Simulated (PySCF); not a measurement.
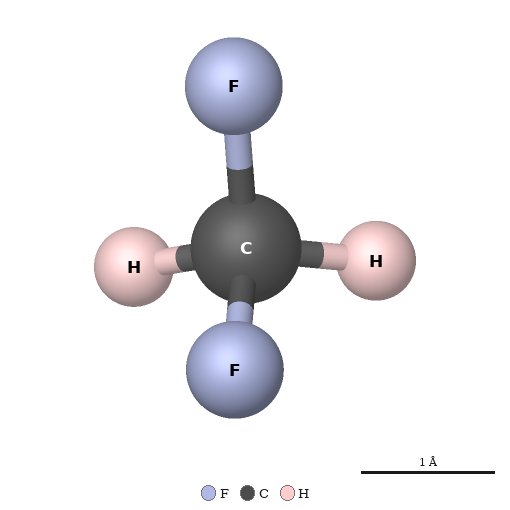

Rendered structure (ball-and-stick style). Every bond is drawn as one stick, whatever its order.

Computed geometry: GFN2-xTB optimisation. No frequency run is at hand to confirm it as a minimum.

What does the picture show?

The molecule is CH2F2. SMILES: `FCF`. Among its groups: C–F bond. The point group is C2v. Coordination: 1 C tetrahedral.

More results for the same structure follow; atom numbers are the same in all pictures, views and colours differ.

## Electronic properties

No frequency run is at hand to confirm it as a minimum. Properties computed with PBE0/pcSseg-1, gas phase (PySCF 2.14.0).

> Give the dipole moment at this level.

1.95 D.

> Give the HOMO–LUMO gap at this level.

11.51 eV.

> What is the HOMO energy (Kohn–Sham orbital)?

−9.76 eV.

## Charges

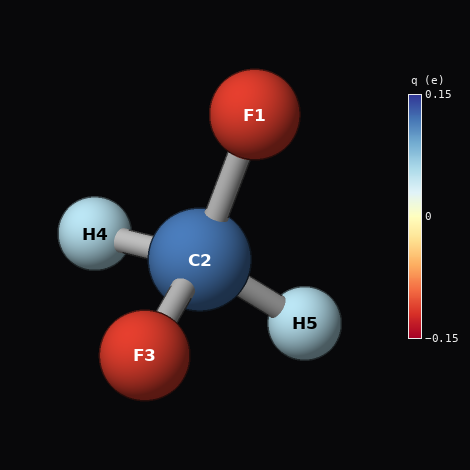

Atoms are coloured by their Hirshfeld charges. No frequency run is at hand to confirm it as a minimum. Method: PBE0/pcSseg-1, gas phase (PySCF 2.14.0).

Give the Hirshfeld charges atom by atom.

```tsv
atom	value (e)
F1	−0.11
C2	0.12
F3	−0.11
H4	0.05
H5	0.05
```

## NMR shielding

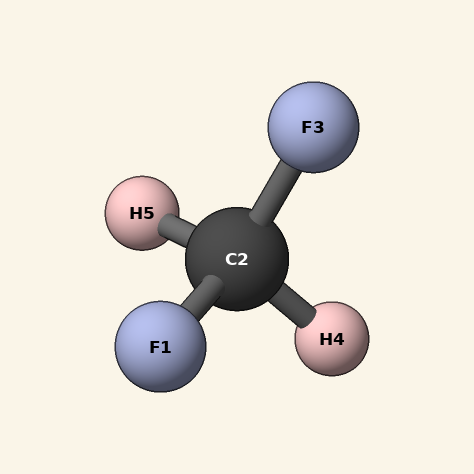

No frequency run is at hand to confirm it as a minimum. Properties computed with GIAO PBE0/pcSseg-1 NMR shielding, non-relativistic, gas phase (PySCF 2.14.0). Principal shieldings σ11 ≤ σ22 ≤ σ33, span Ω = σ33 − σ11, skew κ = 3(σiso − σ22)/Ω.

Give the shielding tensors of the F atoms.

| atom | σ11 | σ22 | σ33 | σiso | Ω | κ |
| --- | --- | --- | --- | --- | --- | --- |
| F1, F3 | 215.8 | 327.3 | 442.1 | 328.4 | 226.3 | 0.01 |

Shieldings and span in ppm.

## Bond orders

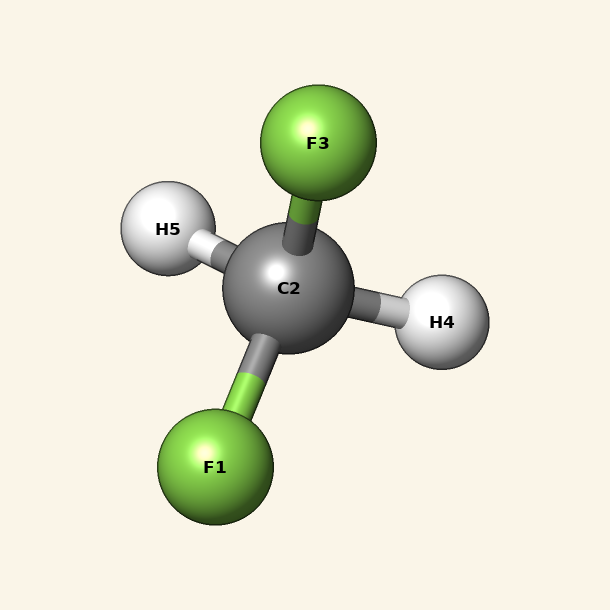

Every bond is drawn as one stick. No frequency run is at hand to confirm it as a minimum. Method: PBE0/pcSseg-1 (PySCF 2.14.0).

List the Mayer bond orders of F1–C2, C2–H4 (one bond of each equivalent set).

| bond | Mayer order | length (Å) |
| --- | --- | --- |
| F1–C2 | 0.97 | 1.344 |
| C2–H4 | 0.96 | 1.099 |
